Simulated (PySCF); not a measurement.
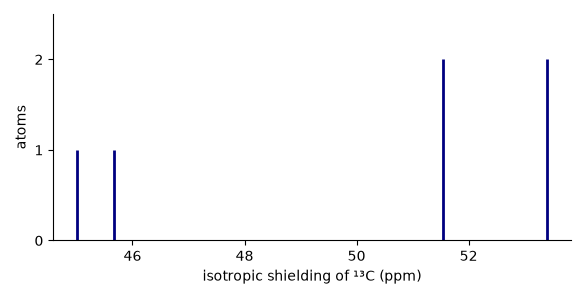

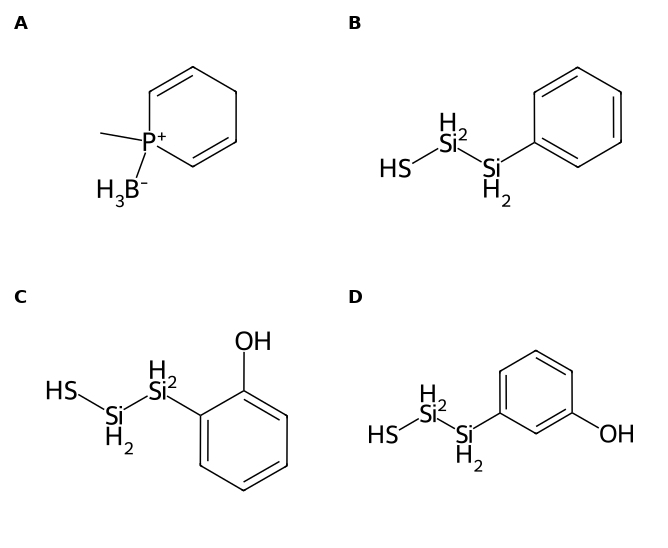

The sticks are computed shieldings of one of the molecules, for one fixed geometry (GFN2-xTB) without averaging over rotations. Low shielding means a high chemical shift. Method: GIAO PBE0/pcSseg-1 NMR shielding, non-relativistic, gas phase (PySCF 2.14.0).

### Match the spectrum to a structure.

B, `S[SiH2][SiH2]c1ccccc1`. Its 6 C atoms give lines at 45.0, 45.7, 51.5 (2 atoms), 53.4 (2 atoms) ppm.

The geometry is semi-empirical. Around Si such bond lengths and angles can be off by a tenth of an ångström or more and by several degrees, and values that hang on the shape move with them.
